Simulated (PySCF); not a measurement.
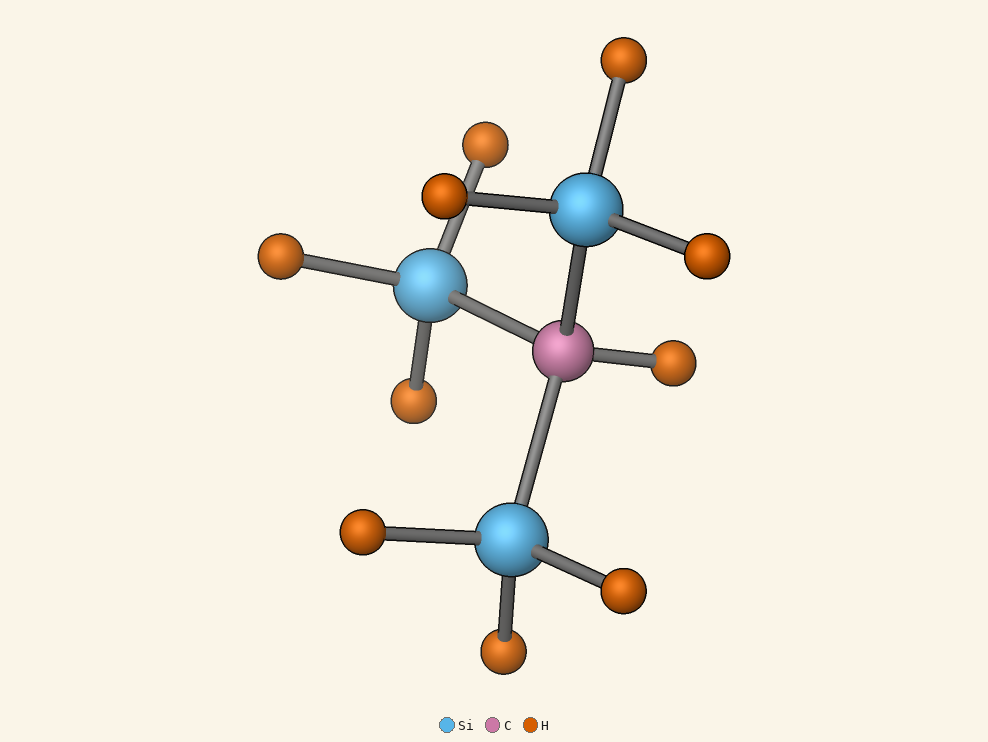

Computed geometry: PBE0-D3(BJ)/def2-SVP optimisation. No frequency run is at hand to confirm it as a minimum.

Give the structural formula.

SMILES: [SiH3]C([SiH3])[SiH3]

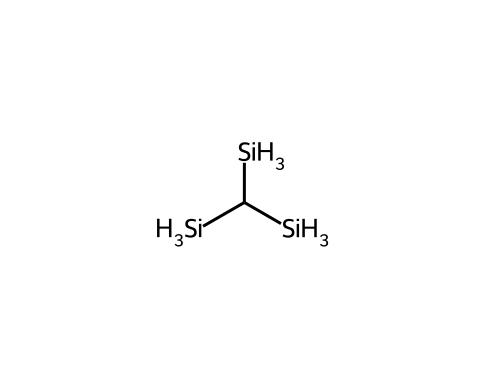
